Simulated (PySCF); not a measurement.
# C₃H₅FOS: NMR shifts at several levels of theory

How much do the NMR shifts of C₃H₅FOS (`C[S@](=O)/C=C/F`) depend on the level of theory, and what does each level cost?

The runs use PySCF 2.14.0, with density-fitted response routines of our own; the level of theory stands in each step. All values are computed, except where a source is named. Atoms count from 0, in the outputs and in this text.

### 1 Starting geometry

11 atoms, charge 0, multiplicity 1; geometry from: GFN2-xTB.

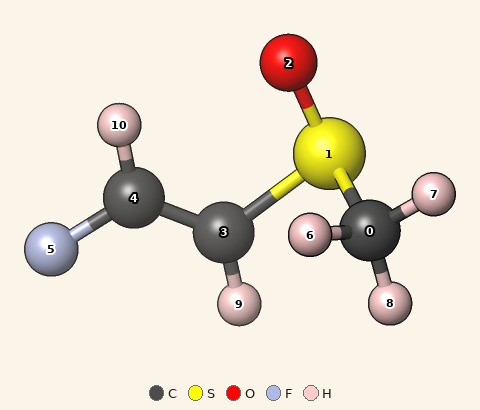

The starting geometry (carbon dark grey, sulfur yellow, oxygen red, fluorine light blue, hydrogen pink), atoms numbered; sticks join atoms by distance.

### 2 Geometry optimisation at PBE0-D3(BJ)/def2-SVP

The job: settings as JSON, then the geometry in Å.

```
{"job": {"xc": "PBE0", "basis": "def2-SVP", "d3": "d3bj", "grid": 1, "kind": "geom"}, "charge": 0, "multiplicity": 1}
C     -1.696806     0.268758    -0.268866
S     -0.467240    -1.111985    -0.401202
O     -0.392879    -1.716011     0.924639
C      0.948432     0.017455    -0.513252
C      1.794623     0.073302     0.493320
F      2.879901     0.855481     0.497233
H     -1.451009     0.883939     0.589328
H     -2.674634    -0.181767    -0.133962
H     -1.673369     0.845734    -1.185653
H      1.058002     0.567812    -1.430844
H      1.680403    -0.500047     1.403295
```

What it wrote:

```text
step   0  E = -689.69931823  max force = 0.040819
step   1  E = -689.70346475  max force = 0.004929
step   2  E = -689.70360003  max force = 0.001904
step   3  E = -689.70364407  max force = 0.001190
step   4  E = -689.70364366  max force = 0.000827
step   5  E = -689.70364884  max force = 0.000232
optimisation converged
```

Run time: 26 s. Hardware: 1 thread, shared host.

The steps of the relaxation:

```tsv
step	energy from step 0 (eV)	largest force component (eV/Å)
0	0.0000	2.0990
1	-0.1128	0.2535
2	-0.1165	0.0979
3	-0.1177	0.0612
4	-0.1177	0.0425
5	-0.1178	0.0119
```

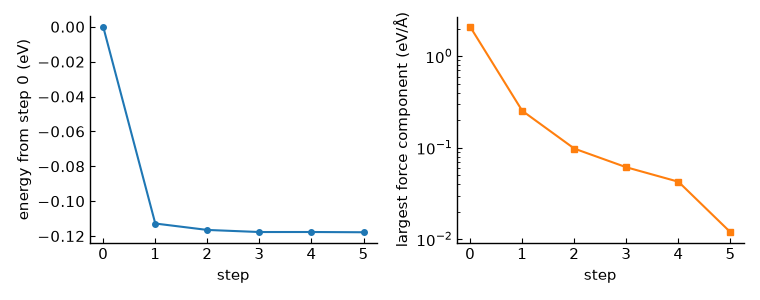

Energy and largest force along the relaxation.

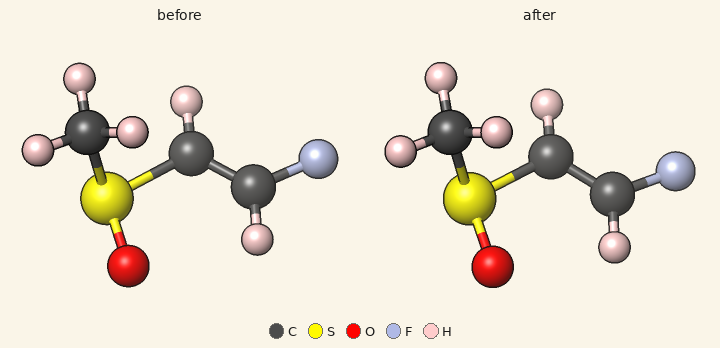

The geometry before (left) and after (right).

Close pairs (by a distance rule), those that changed most:

```tsv
bond	before (Å)	after (Å)	change (Å)
S1–O2	1.459	1.502	+0.043
C0–S1	1.854	1.816	-0.038
S1–C3	1.814	1.788	-0.026
C3–H9	1.076	1.093	+0.017
C0–H8	1.083	1.099	+0.016
C4–F5	1.338	1.322	-0.016
C0–H6	1.084	1.099	+0.014
C4–H10	1.082	1.095	+0.014
```

The next job starts from the end point, and lists it.

```tsv
at the end point	value
point group (found at 0.08 Å tolerance)	C1
rotational constants (GHz, main isotopes)	6.204, 1.620, 1.432
dipole moment (D)	3.22
```

### 3 NMR shieldings: PBE0/cc-pVDZ

The job: settings as JSON, then the geometry in Å.

```
{"job": {"kind": "nmr", "xc": "PBE0", "basis": "cc-pVDZ", "pop": true}, "charge": 0, "multiplicity": 1}
C     -1.717914     0.355624    -0.241857
S     -0.522974    -1.009055    -0.329481
O     -0.458152    -1.583701     1.057099
C      0.939209    -0.000653    -0.537828
C      1.849619    -0.056353     0.429916
F      3.004836     0.583279     0.367267
H     -1.443905     0.976916     0.621737
H     -2.701533    -0.108034    -0.084931
H     -1.714089     0.934892    -1.176220
H      1.078129     0.547178    -1.473436
H      1.698972    -0.643953     1.342058
```

With the program's defaults for keys left out, this is: GIAO PBE0/cc-pVDZ NMR shielding, non-relativistic, gas phase.

What it wrote:

```text
coarse grid: 10160 points
cycle   1  E = -689.8705270097  dE =  1.044e+00  |g| = 9.370e-01  |ddm| = 6.014e+00
cycle   2  E = -689.0036506047  dE =  8.669e-01  |g| = 2.210e+00  |ddm| = 4.313e+00
cycle   3  E = -690.0270188173  dE = -1.023e+00  |g| = 2.926e-01  |ddm| = 3.282e+00
cycle   4  E = -690.0424577289  dE = -1.544e-02  |g| = 1.442e-01  |ddm| = 5.977e-01
cycle   5  E = -690.0470677690  dE = -4.610e-03  |g| = 3.449e-02  |ddm| = 2.257e-01
cycle   6  E = -690.0473544746  dE = -2.867e-04  |g| = 8.914e-03  |ddm| = 6.381e-02
cycle   7  E = -690.0473715665  dE = -1.709e-05  |g| = 2.611e-03  |ddm| = 1.573e-02
cycle   8  E = -690.0473730144  dE = -1.448e-06  |g| = 6.549e-04  |ddm| = 4.557e-03
final grid: 95048 points
cycle   9  E = -690.0562483332  dE = -1.115e-05  |g| = 9.766e-03  |ddm| = 5.255e-02
cycle  10  E = -690.0562173658  dE =  3.097e-05  |g| = 1.536e-02  |ddm| = 3.858e-02
cycle  11  E = -690.0562697381  dE = -5.237e-05  |g| = 2.934e-03  |ddm| = 2.369e-02
cycle  12  E = -690.0562715958  dE = -1.858e-06  |g| = 2.518e-04  |ddm| = 4.306e-03
cycle  13  E = -690.0562716066  dE = -1.075e-08  |g| = 1.047e-04  |ddm| = 4.457e-04
cycle  14  E = -690.0562716086  dE = -1.997e-09  |g| = 2.357e-05  |ddm| = 1.559e-04
cycle  15  E = -690.0562716087  dE = -1.316e-10  |g| = 5.823e-06  |ddm| = 4.686e-05
converged SCF energy = -690.0562716087

GIAO shielding tensors (ppm)
atom      isotropic    diamagn.    paramagn.     s11        s22        s33       span
  0 C      153.238     251.705     -98.467    126.121    140.888    192.704     66.583
  1 S      295.229    1054.521    -759.292    165.741    220.964    498.982    333.241
  2 O      296.406     397.239    -100.833    117.228    313.988    458.003    340.775
  3 C       77.245     262.821    -185.576     -4.513     92.811    143.439    147.952
  4 C       39.370     253.339    -213.969    -55.793     68.142    105.760    161.552
  5 F      300.614     466.263    -165.649    173.293    245.696    482.853    309.560
  6 H       29.044      31.360      -2.316     26.418     28.032     32.683      6.265
  7 H       28.854      29.255      -0.401     25.858     26.731     33.972      8.114
  8 H       29.303      30.668      -1.365     25.853     27.087     34.970      9.117
  9 H       25.656      32.402      -6.745     24.063     25.493     27.414      3.351
 10 H       24.268      30.963      -6.696     20.670     22.459     29.674      9.003
```

Run time: 9.2 s. Hardware: 1 thread, shared host.

Shifts follow as δ = σ(reference) − σ, with reference shieldings (ppm) from runs at the same level and on the same kind of geometry: 1H TMS 31.29, 13C TMS 196.8, 19F CFCl3 200.9, 17O H2O 343.3, 33S CS2 549. The references are single molecules in the gas phase, so shifts against H2O, NH3, PH3, H3PO4 or CFCl3 are not on the usual liquid scales and can be off by tens of ppm. Atoms listed in one row are averaged.

```tsv
atoms	environment	σ (ppm)	δ (ppm)
C4	alkene CH	39.4	157.4
C3	alkene CH	77.2	119.5
C0	methyl carbon bonded to S	153.2	43.5
H10	hydrogen on an alkene CH	24.27	7.02
H9	hydrogen on an alkene CH	25.66	5.63
H6, H7, H8	hydrogen on a methyl carbon bonded to S	29.07	2.22
S1	sulfoxide sulfur	295	254
O2	S=O oxygen	296.4	46.9
F5	vinylic fluorine	300.6	-99.7
```

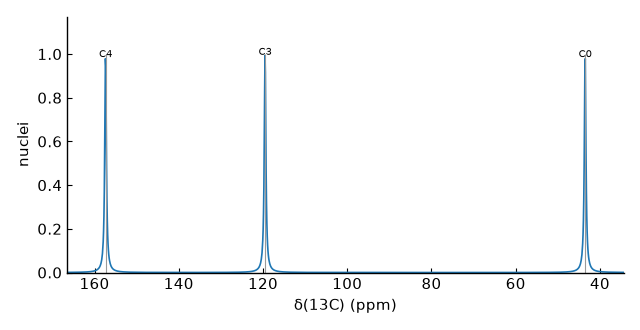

13C lines at the computed shifts, without couplings. Lines are broadened to a width of 0.46 ppm (Lorentzian).

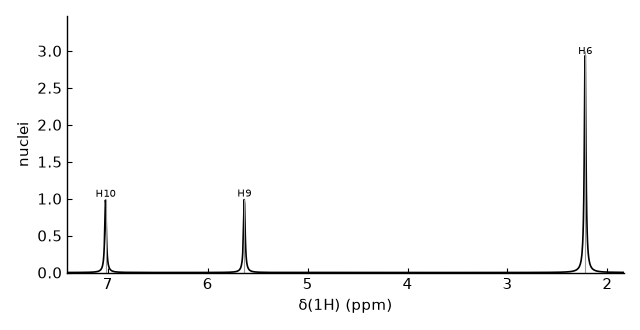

1H lines at the computed shifts, without couplings. Lines are broadened to a width of 0.02 ppm (Lorentzian).

Charges from the same density, by scheme (e):

```tsv
atoms	Mulliken	IAO	Hirshfeld	ESP fit
C0	-0.20	-0.57	-0.12	-0.47
S1	0.55	1.11	0.33	0.32
O2	-0.54	-0.88	-0.36	-0.42
C3	-0.28	-0.42	-0.12	-0.42
C4	0.24	0.17	0.05	0.25
F5	-0.15	-0.24	-0.06	-0.16
```

Mulliken charges:

```tsv
atom	value (e)
C0	-0.20
S1	0.55
O2	-0.54
C3	-0.28
C4	0.24
F5	-0.15
H6	0.09
H7	0.09
H8	0.07
H9	0.06
H10	0.07
```

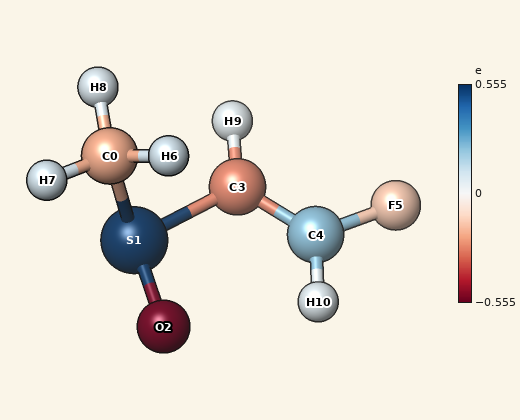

Mulliken charges, as colours on the atoms.

Mayer bond orders: C0–S1 0.92, S1–O2 1.60, S1–C3 0.91, C3–C4 1.85, C4–F5 1.14.

### 4 NMR shieldings: PBE0/cc-pVTZ

The job, as its differences from that of step 3:

```diff
@@ -1,2 +1,2 @@
-{"job": {"kind": "nmr", "xc": "PBE0", "basis": "cc-pVDZ", "pop": true}, "charge": 0, "multiplicity": 1}
+{"job": {"kind": "nmr", "xc": "PBE0", "basis": "cc-pVTZ", "pop": true}, "charge": 0, "multiplicity": 1}
 C     -1.717914     0.355624    -0.241857
```

Method: GIAO PBE0/cc-pVTZ NMR shielding, non-relativistic, gas phase.

What it wrote:

```text
coarse grid: 10160 points
cycle   1  E = -690.0189877924  dE =  9.778e-01  |g| = 9.486e-01  |ddm| = 6.382e+00
cycle   2  E = -689.2112475509  dE =  8.077e-01  |g| = 2.188e+00  |ddm| = 3.849e+00
cycle   3  E = -690.1696377783  dE = -9.584e-01  |g| = 2.922e-01  |ddm| = 3.010e+00
cycle   4  E = -690.1843926959  dE = -1.475e-02  |g| = 1.417e-01  |ddm| = 5.470e-01
cycle   5  E = -690.1885227378  dE = -4.130e-03  |g| = 3.494e-02  |ddm| = 2.063e-01
cycle   6  E = -690.1887929675  dE = -2.702e-04  |g| = 1.037e-02  |ddm| = 6.175e-02
cycle   7  E = -690.1888144354  dE = -2.147e-05  |g| = 3.037e-03  |ddm| = 1.617e-02
cycle   8  E = -690.1888161905  dE = -1.755e-06  |g| = 7.973e-04  |ddm| = 4.858e-03
final grid: 95048 points
cycle   9  E = -690.1861759800  dE = -4.726e-05  |g| = 1.074e-02  |ddm| = 8.676e-02
cycle  10  E = -690.1861399162  dE =  3.606e-05  |g| = 1.693e-02  |ddm| = 3.687e-02
cycle  11  E = -690.1861979792  dE = -5.806e-05  |g| = 3.347e-03  |ddm| = 2.341e-02
cycle  12  E = -690.1862001573  dE = -2.178e-06  |g| = 3.755e-04  |ddm| = 3.896e-03
cycle  13  E = -690.1862001832  dE = -2.585e-08  |g| = 1.546e-04  |ddm| = 5.897e-04
cycle  14  E = -690.1862001872  dE = -4.036e-09  |g| = 4.106e-05  |ddm| = 2.342e-04
cycle  15  E = -690.1862001876  dE = -3.724e-10  |g| = 9.351e-06  |ddm| = 6.524e-05
converged SCF energy = -690.1862001876

GIAO shielding tensors (ppm)
atom      isotropic    diamagn.    paramagn.     s11        s22        s33       span
  0 C      142.545     247.973    -105.428    115.382    130.364    181.889     66.508
  1 S      232.399    1052.809    -820.410    104.387    135.108    457.701    353.314
  2 O      290.570     401.278    -110.708    106.133    310.586    454.991    348.858
  3 C       64.646     258.472    -193.826    -24.428     82.296    136.068    160.496
  4 C       22.511     251.076    -228.565    -77.647     54.332     90.848    168.495
  5 F      293.138     464.130    -170.992    159.546    245.308    474.559    315.012
  6 H       29.084      30.950      -1.865     26.588     28.621     32.044      5.456
  7 H       28.704      29.372      -0.668     25.899     26.723     33.489      7.590
  8 H       29.152      30.268      -1.116     25.624     27.183     34.650      9.026
  9 H       25.215      31.571      -6.356     23.374     25.274     26.999      3.626
 10 H       24.120      30.709      -6.589     20.777     22.083     29.500      8.724
```

It took 27 s on 1 thread, shared host.

In short: δ C4 164.8, C3 122.6, C0 44.7, S1 292, H10 7.17, H9 6.08 ppm.

### 5 NMR shieldings: PBE0/aug-cc-pVDZ

The job, as its differences from that of step 4:

```diff
@@ -1,2 +1,2 @@
-{"job": {"kind": "nmr", "xc": "PBE0", "basis": "cc-pVTZ", "pop": true}, "charge": 0, "multiplicity": 1}
+{"job": {"kind": "nmr", "xc": "PBE0", "basis": "aug-cc-pVDZ", "pop": true}, "charge": 0, "multiplicity": 1}
 C     -1.717914     0.355624    -0.241857
```

Method: GIAO PBE0/aug-cc-pVDZ NMR shielding, non-relativistic, gas phase.

What it wrote:

```text
coarse grid: 10160 points
cycle   1  E = -689.9206845505  dE =  1.020e+00  |g| = 8.866e-01  |ddm| = 7.127e+00
cycle   2  E = -689.1271568058  dE =  7.935e-01  |g| = 2.111e+00  |ddm| = 4.172e+00
cycle   3  E = -690.0656295879  dE = -9.385e-01  |g| = 2.632e-01  |ddm| = 3.181e+00
cycle   4  E = -690.0778747819  dE = -1.225e-02  |g| = 1.321e-01  |ddm| = 6.114e-01
cycle   5  E = -690.0817457842  dE = -3.871e-03  |g| = 3.075e-02  |ddm| = 2.461e-01
cycle   6  E = -690.0819739038  dE = -2.281e-04  |g| = 8.661e-03  |ddm| = 6.847e-02
cycle   7  E = -690.0819898862  dE = -1.598e-05  |g| = 2.502e-03  |ddm| = 1.541e-02
cycle   8  E = -690.0819911145  dE = -1.228e-06  |g| = 6.873e-04  |ddm| = 5.038e-03
final grid: 95048 points
cycle   9  E = -690.0908599889  dE = -1.492e-05  |g| = 9.925e-03  |ddm| = 1.135e-01
cycle  10  E = -690.0908253564  dE =  3.463e-05  |g| = 1.601e-02  |ddm| = 4.613e-02
cycle  11  E = -690.0908816588  dE = -5.630e-05  |g| = 3.096e-03  |ddm| = 2.660e-02
cycle  12  E = -690.0908836867  dE = -2.028e-06  |g| = 2.698e-04  |ddm| = 4.568e-03
cycle  13  E = -690.0908836995  dE = -1.283e-08  |g| = 1.141e-04  |ddm| = 5.833e-04
cycle  14  E = -690.0908837018  dE = -2.254e-09  |g| = 3.024e-05  |ddm| = 1.939e-04
cycle  15  E = -690.0908837020  dE = -2.276e-10  |g| = 5.942e-06  |ddm| = 6.995e-05
converged SCF energy = -690.0908837020

GIAO shielding tensors (ppm)
atom      isotropic    diamagn.    paramagn.     s11        s22        s33       span
  0 C      151.497     219.962     -68.465    124.886    138.969    190.635     65.750
  1 S      291.913    1042.046    -750.133    172.643    210.931    492.164    319.521
  2 O      289.131     396.235    -107.104    109.564    316.837    440.990    331.426
  3 C       75.298     230.016    -154.718     -8.447     89.195    145.148    153.595
  4 C       38.147     236.929    -198.781    -54.834     65.974    103.301    158.134
  5 F      310.537     477.171    -166.635    189.659    262.051    479.901    290.242
  6 H       29.045      26.208       2.837     26.434     28.366     32.335      5.901
  7 H       28.729      29.023      -0.293     25.772     26.806     33.610      7.838
  8 H       29.170      29.505      -0.335     25.740     27.097     34.675      8.935
  9 H       25.156      35.161     -10.005     23.198     25.236     27.034      3.836
 10 H       23.894      30.949      -7.055     20.436     21.765     29.482      9.047
```

Wall time 18 s (1 thread, shared host).

Key values: δ C4 157.0, C3 119.8, C0 43.6, S1 266, H10 7.50, H9 6.24 ppm.

### 6 Shielding tensors: PBE0/IGLO-III

The job, as its differences from that of step 5:

```diff
@@ -1,2 +1,2 @@
-{"job": {"kind": "nmr", "xc": "PBE0", "basis": "aug-cc-pVDZ", "pop": true}, "charge": 0, "multiplicity": 1}
+{"job": {"kind": "nmr", "xc": "PBE0", "basis": "IGLO-III", "pop": true}, "charge": 0, "multiplicity": 1}
 C     -1.717914     0.355624    -0.241857
```

Level: GIAO PBE0/IGLO-III NMR shielding, non-relativistic, gas phase.

What it wrote:

```text
coarse grid: 10160 points
cycle   1  E = -690.0243539904  dE =  9.451e-01  |g| = 9.711e-01  |ddm| = 2.481e+00
cycle   2  E = -689.1946265643  dE =  8.297e-01  |g| = 2.226e+00  |ddm| = 2.627e+00
cycle   3  E = -690.1757200101  dE = -9.811e-01  |g| = 3.013e-01  |ddm| = 2.284e+00
cycle   4  E = -690.1908621664  dE = -1.514e-02  |g| = 1.490e-01  |ddm| = 2.449e-01
cycle   5  E = -690.1953640229  dE = -4.502e-03  |g| = 3.479e-02  |ddm| = 8.904e-02
cycle   6  E = -690.1956212670  dE = -2.572e-04  |g| = 1.153e-02  |ddm| = 2.374e-02
cycle   7  E = -690.1956476458  dE = -2.638e-05  |g| = 3.214e-03  |ddm| = 8.530e-03
cycle   8  E = -690.1956495201  dE = -1.874e-06  |g| = 8.963e-04  |ddm| = 2.379e-03
final grid: 95048 points
cycle   9  E = -690.2017467328  dE = -7.612e-05  |g| = 1.071e-02  |ddm| = 4.195e-02
cycle  10  E = -690.2017165915  dE =  3.014e-05  |g| = 1.582e-02  |ddm| = 1.610e-02
cycle  11  E = -690.2017662094  dE = -4.962e-05  |g| = 3.659e-03  |ddm| = 1.110e-02
cycle  12  E = -690.2017686241  dE = -2.415e-06  |g| = 5.468e-04  |ddm| = 2.206e-03
cycle  13  E = -690.2017686840  dE = -5.984e-08  |g| = 1.855e-04  |ddm| = 4.161e-04
cycle  14  E = -690.2017686892  dE = -5.228e-09  |g| = 5.769e-05  |ddm| = 1.042e-04
cycle  15  E = -690.2017686898  dE = -6.498e-10  |g| = 1.050e-05  |ddm| = 4.356e-05
converged SCF energy = -690.2017686898

GIAO shielding tensors (ppm)
atom      isotropic    diamagn.    paramagn.     s11        s22        s33       span
  0 C      137.397     255.365    -117.968    108.722    125.355    178.112     69.390
  1 S      180.737    1056.412    -875.675     41.706     72.623    427.882    386.176
  2 O      283.277     397.910    -114.633     89.773    303.991    456.067    366.294
  3 C       55.666     255.622    -199.956    -36.209     73.842    129.365    165.574
  4 C       14.357     254.245    -239.888    -87.653     46.682     84.042    171.695
  5 F      294.668     465.793    -171.126    164.859    245.104    474.040    309.181
  6 H       29.048      30.695      -1.646     26.542     28.646     31.957      5.415
  7 H       28.715      28.580       0.135     25.879     26.902     33.363      7.484
  8 H       29.268      30.560      -1.292     25.848     27.367     34.589      8.741
  9 H       25.247      31.087      -5.840     23.283     25.386     27.073      3.789
 10 H       24.031      30.532      -6.501     20.678     21.937     29.478      8.800
```

Wall time 28 s (1 thread, shared host).

This run: δ C4 169.4, C3 128.1, C0 46.4, S1 338, H10 7.34, H9 6.13 ppm.

### 7 Shielding tensors: PBE0/pcSseg-0

The job, as its differences from that of step 6:

```diff
@@ -1,2 +1,2 @@
-{"job": {"kind": "nmr", "xc": "PBE0", "basis": "IGLO-III", "pop": true}, "charge": 0, "multiplicity": 1}
+{"job": {"kind": "nmr", "xc": "PBE0", "basis": "pcSseg-0", "pop": true}, "charge": 0, "multiplicity": 1}
 C     -1.717914     0.355624    -0.241857
```

Method: GIAO PBE0/pcSseg-0 NMR shielding, non-relativistic, gas phase.

What it wrote:

```text
coarse grid: 10160 points
cycle   1  E = -688.6581988910  dE =  1.065e+00  |g| = 9.232e-01  |ddm| = 3.693e+00
cycle   2  E = -687.1991699218  dE =  1.459e+00  |g| = 2.708e+00  |ddm| = 8.129e+00
cycle   3  E = -688.8162869499  dE = -1.617e+00  |g| = 3.392e-01  |ddm| = 7.121e+00
cycle   4  E = -688.8367914375  dE = -2.050e-02  |g| = 1.814e-01  |ddm| = 6.656e-01
cycle   5  E = -688.8440121630  dE = -7.221e-03  |g| = 4.161e-02  |ddm| = 2.033e-01
cycle   6  E = -688.8444264319  dE = -4.143e-04  |g| = 1.159e-02  |ddm| = 6.255e-02
cycle   7  E = -688.8444585016  dE = -3.207e-05  |g| = 3.579e-03  |ddm| = 2.554e-02
cycle   8  E = -688.8444613619  dE = -2.860e-06  |g| = 5.341e-04  |ddm| = 5.211e-03
final grid: 95048 points
cycle   9  E = -688.8244352662  dE = -1.367e-05  |g| = 5.659e-03  |ddm| = 2.341e-02
cycle  10  E = -688.8244280410  dE =  7.225e-06  |g| = 7.846e-03  |ddm| = 1.870e-02
cycle  11  E = -688.8244424078  dE = -1.437e-05  |g| = 2.127e-03  |ddm| = 1.493e-02
cycle  12  E = -688.8244433504  dE = -9.426e-07  |g| = 1.268e-04  |ddm| = 3.420e-03
cycle  13  E = -688.8244433533  dE = -2.959e-09  |g| = 8.802e-05  |ddm| = 2.891e-04
cycle  14  E = -688.8244433553  dE = -1.922e-09  |g| = 1.992e-05  |ddm| = 1.125e-04
cycle  15  E = -688.8244433554  dE = -9.231e-11  |g| = 6.799e-06  |ddm| = 3.156e-05
converged SCF energy = -688.8244433554

GIAO shielding tensors (ppm)
atom      isotropic    diamagn.    paramagn.     s11        s22        s33       span
  0 C      145.042     257.896    -112.854    112.232    130.766    192.130     79.898
  1 S      302.934    1048.947    -746.014    144.094    245.016    519.691    375.597
  2 O      284.616     396.330    -111.714     31.040    338.043    484.766    453.727
  3 C       60.090     267.586    -207.496    -34.854     78.591    136.535    171.389
  4 C       17.547     254.242    -236.695    -92.064     51.666     93.040    185.104
  5 F      283.814     466.890    -183.076    122.503    193.626    535.312    412.808
  6 H       30.431      28.956       1.475     27.289     28.981     35.022      7.733
  7 H       30.187      30.681      -0.495     26.571     27.461     36.527      9.956
  8 H       30.154      30.260      -0.106     26.238     27.405     36.819     10.581
  9 H       26.849      30.509      -3.660     25.311     27.047     28.187      2.876
 10 H       25.325      27.773      -2.448     22.005     23.823     30.147      8.143
```

Run time: 4.8 s. Hardware: 1 thread, shared host.

In short: δ C4 176.0, C3 133.4, C0 48.5, S1 213, H10 7.51, H9 5.98 ppm.

### 8 Run by run: NMR shifts

Shifts (ppm) of some atoms, chosen among heavy atoms and hydrogens apart, with basis size and wall time:

```tsv
run	C4	C3	H10	H9	S1	O2	F5	functions	time
PBE0/cc-pVDZ	157.4	119.5	7.02	5.63	254	46.9	-99.7	113	9.2 s
PBE0/cc-pVTZ	164.8	122.6	7.17	6.08	292	44.3	-110.5	254	27 s
PBE0/aug-cc-pVDZ	157.0	119.8	7.50	6.24	266	46.8	-116.4	187	18 s
PBE0/IGLO-III	169.4	128.1	7.34	6.13	338	43.9	-120.0	269	28 s
PBE0/pcSseg-0	176.0	133.4	7.51	5.98	213	53.2	-105.4	68	4.8 s
```

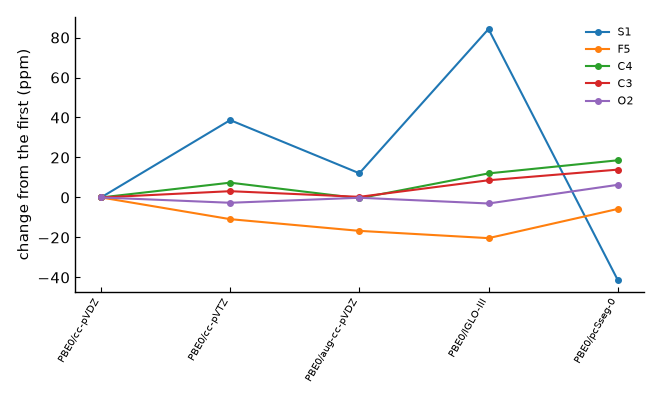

How five of the tabulated atoms move from run to run.

### 9 Results

| quantity | value |
| --- | --- |
| point group | C1 |
| rotational constants (main isotopes) | 6.20, 1.62, 1.43 GHz |
| 13C shifts against TMS (PBE0/cc-pVDZ) | 157.4, 119.5, 43.5 ppm |
| 1H shifts against TMS (PBE0/cc-pVDZ, means over atoms taken as alike) | 7.02, 5.63, 2.22 ppm |
| 33S shifts against CS2 (PBE0/cc-pVDZ) | 254 ppm |
| 17O shifts against H2O (PBE0/cc-pVDZ) | 46.9 ppm |
| 19F shifts against CFCl3 (PBE0/cc-pVDZ) | -99.7 ppm |
| range of the shift of S1 | 213 to 338 ppm |

In words: Single values in the summary come from the first run of each kind that ended normally (PBE0/cc-pVDZ), which need not be the best level. Relaxing lowered the energy by 0.118 eV in 5 steps; the close pair that moved most is S1–O2, from 1.459 to 1.502 Å. No frequency check was run at this level, so the end point may be a saddle. Across the 5 runs the shift of S1 moves most, between 213 (PBE0/pcSseg-0) and 338 ppm (PBE0/IGLO-III).
